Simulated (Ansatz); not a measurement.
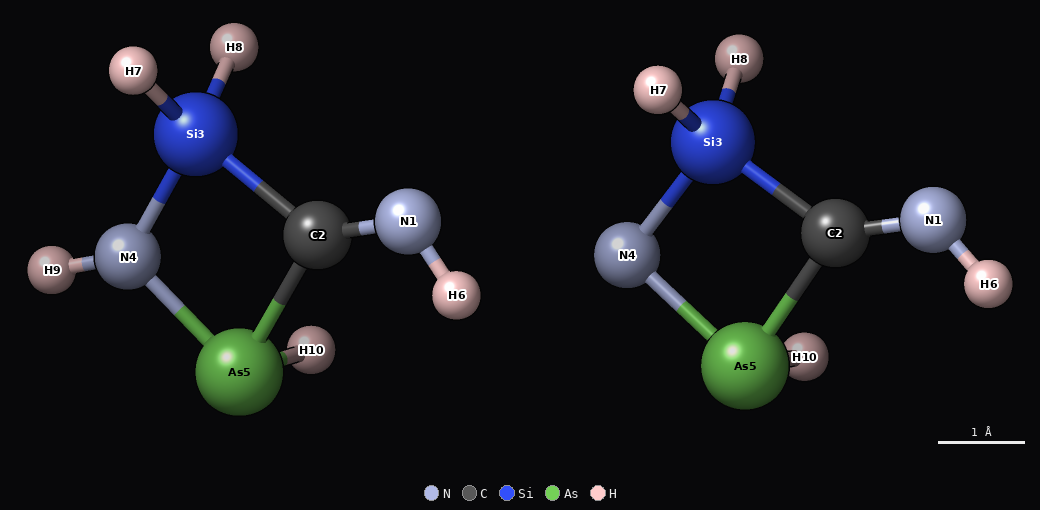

Two geometries of CH5AsN2Si (coarse preliminary run), drawn at one scale. One is the start of a relaxation, the other its converged end. Style: ball-and-stick. Shown at a tilt.

All numbers below come from RKS PBE-D4/def2-SVP (Ansatz 0.2.0). (force threshold 0.03 eV/Å; at most 200 steps)

> Which geometry has the lower energy?

The left one is the relaxed one. The start comes from a force field. After 11 geometry steps the energy has fallen by 17.5 kcal/mol. Largest force component: 2.2 eV/Å at the start, 0.028 eV/Å at the end. H9 moves most after the best rigid fit: 0.92 Å. By element the largest moves are H 0.92 Å, As 0.37 Å, N 0.24 Å, Si 0.15 Å, C 0.04 Å. Among the contacts that change: C2–As5 1.993 → 2.079 Å, C2–Si3 1.836 → 1.919 Å, Si3–H7 1.437 → 1.509 Å, N4–As5 1.952 → 1.887 Å. Bond angles that change, for instance: Si3–N4–H9 107.0° → 133.2°, As5–N4–H9 105.7° → 122.2°, Si3–N4–As5 89.9° → 104.0°. The run took 18 s on 4 threads of Intel Xeon Platinum 8259CL @ 2.50GHz, on a shared host.
